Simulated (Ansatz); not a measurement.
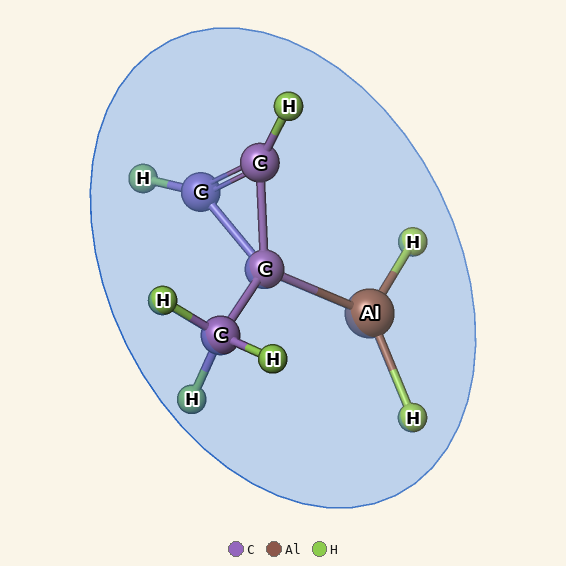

All proper rotation axes (lines) and mirror planes (discs) of the structure are drawn in. Depth is shown by fading: the farther an atom, the more it takes the colour of the background. Computed geometry: PBE0-D4/def2-TZVP optimisation. No frequency run is at hand to confirm it as a minimum.

Name the symmetry elements and the point group.

It has 1 mirror plane. Point group Cs. The group has 2 operations. The geometry is achiral, and symmetry allows a dipole moment.
